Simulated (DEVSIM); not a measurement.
System: illuminated Si p-on-n cell, one wavelength, with a back-surface field, at 350 K.

```
layer (left to right)  material  thickness (μm)  Nd (cm⁻³)  Na (cm⁻³)  τn (s)  τp (s)  absorption coefficient (cm⁻¹)
---------------------  --------  --------------  ---------  ---------  ------  ------  -----------------------------
1                            Si           0.240          -     1.1e18  1.7e-5  6.6e-7                           5600
2                            Si             170     1.1e17          -  4.4e-5  4.4e-5                           5600
3                            Si            1.70     3.8e18          -  4.4e-5  4.4e-5                           5600
```

Left contact: ohmic, minority electron recombination velocity 2e6 cm/s. Right contact: ohmic, minority hole recombination velocity 1e6 cm/s. Voltage is applied to the left contact. Recombination: SRH at mid-gap, radiative, Auger. Light enters at the left, 1.4e18 photons cm⁻² s⁻¹, one pass, no reflection. Mobility is μmin + (μ − μmin)/(1 + (N/Nref)^α).

This is a model device: material constants are rounded textbook-type values typed into the input, and sizes, dopings and lifetimes were drawn at random. Values at 300 K; Nc and Nv go as T^1.5, mobilities as T to minus their exponent, the gap by Varshni's rule with the affinity fixed.

```csv
parameter,Si
gap (eV),1.124
affinity (eV),4.05
permittivity,11.7
Nc (cm⁻³),2.86e19
Nv (cm⁻³),3.1e19
μn (cm²/Vs),1417
μp (cm²/Vs),470
"μn,min",52
"μp,min",45
"Nref,n",9.7e16
"Nref,p",2.2e17
αn,0.68
αp,0.72
T exponent of μn,2.3
T exponent of μp,2.2
B (cm³/s),4.7e-15
Cn (cm⁶/s),2.8e-31
Cp (cm⁶/s),9.9e-32
Varshni α (eV/K),0.000473
Varshni β (K),636
```

DEVSIM, 1D drift-diffusion, Boltzmann statistics, complete ionisation; no tunnelling, impact ionisation, image-force lowering or self-heating.

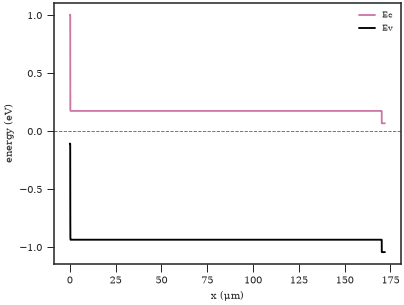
*Band edges at zero bias, in the dark*

Energies count from the Fermi level of the right contact; mesh points crowd at the junctions.

```tsv
x (μm)	Ec (eV)	Ev (eV)	n (cm⁻³)	p (cm⁻³)	field (V/cm)
0.000	1.003	-0.108	130000	1.1e18	≈ 0
0.04995	1.003	-0.108	130000	1.1e18	≈ 0
0.1581	1.003	-0.108	130000	1.1e18	≈ 0
0.2279	0.993	-0.117	180000	8.0e17	-22000
0.2913	0.335	-0.776	5.4e14	2.7e8	-67000
0.4720	0.175	-0.936	1.1e17	1300000	≈ 0
1.087	0.175	-0.936	1.1e17	1300000	≈ 0
4.494	0.175	-0.936	1.1e17	1300000	≈ 0
14.77	0.175	-0.936	1.1e17	1300000	≈ 0
49.72	0.175	-0.936	1.1e17	1300000	≈ 0
124.2	0.175	-0.936	1.1e17	1300000	≈ 0
161.2	0.175	-0.936	1.1e17	1300000	≈ 0
167.5	0.175	-0.936	1.1e17	1300000	≈ 0
169.4	0.175	-0.936	1.1e17	1300000	≈ 0
170.1	0.175	-0.936	1.1e17	1300000	≈ 0
170.2	0.166	-0.945	1.5e17	970000	-6900
170.3	0.068	-1.043	3.8e18	38000	-190
170.3	0.068	-1.043	3.8e18	38000	≈ 0
170.8	0.068	-1.043	3.8e18	38000	≈ 0
171.6	0.068	-1.043	3.8e18	38000	≈ 0
171.8	0.068	-1.043	3.8e18	38000	≈ 0
171.9	0.068	-1.043	3.8e18	38000	≈ 0
```
